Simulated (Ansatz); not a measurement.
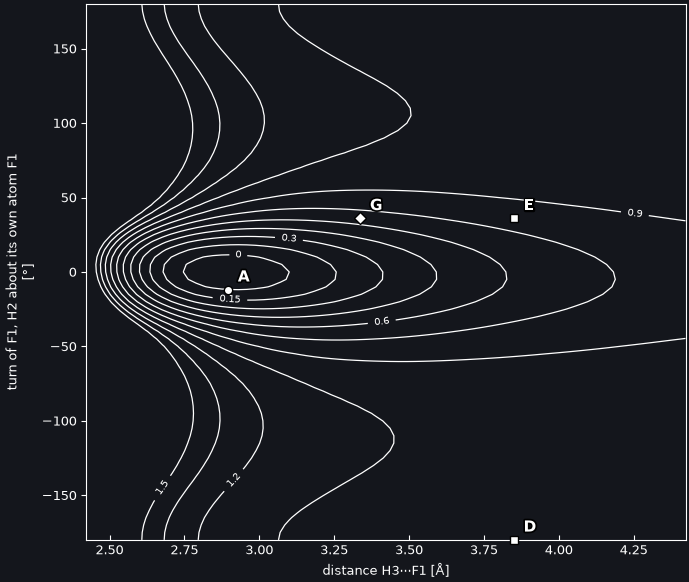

The pair FH···H₂. The turn is about an axis along (−0.95, 0.32, −0.01) in the frame of the relaxed pair, normal to the line between the partners. The first coordinate is: distance H3···F1; the second: turn of F1, H2 about its own atom F1. Grid: 15 × 15 points. Points are written as (first, second). Energies are in kcal/mol, from the lowest grid point. Level of theory: RKS B3LYP-D4/def2-TZVPD in Ansatz.

The picture shows contour lines labelled in kcal/mol (none above 1.5), lettered points. Between grid points the surface is interpolated.

**Is E the lowest point of the computed grid?**

No. E lies 0.82 kcal/mol above the lowest grid point, which is at (2.896 Å, −12°).

**What kind of point is each of D, E, G: minimum, saddle, maximum or slope?**

D: saddle point; E: on a slope; G: on a slope. (In these two coordinates alone; a stationary point may lie a little off the grid point.)

**Rank the lettered points by energy, lowest first.**

A (0.00 kcal/mol), G (0.67 kcal/mol), E (0.82 kcal/mol), D (1.01 kcal/mol).
